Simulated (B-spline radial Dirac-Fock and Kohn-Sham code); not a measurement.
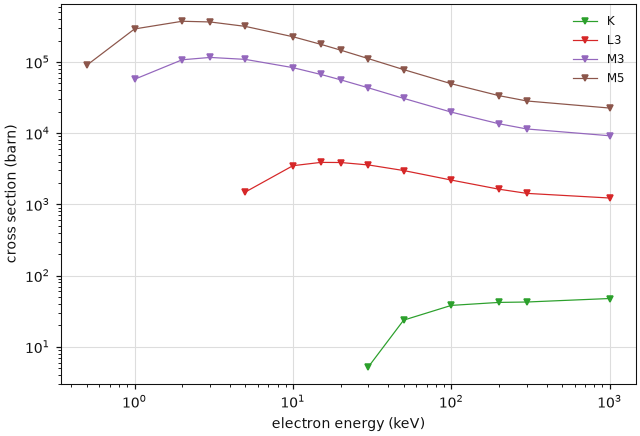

Inner-shell ionisation cross sections by electron impact. Species: the silver atom. Method: the relativistic binary-encounter-Bethe model (direct ionisation alone) (computed with a radial B-spline solver). The model is low by up to a factor of two for deep shells of heavy atoms.

Question: What are the binding energy and the largest computed cross section of K?

Answer: 25.51 keV; 47.6 b at 1.0 MeV.

Question: Which of the subshells shown has the largest cross section?

Answer: M5 (3d5/2): 374000 b near 2.0 keV.
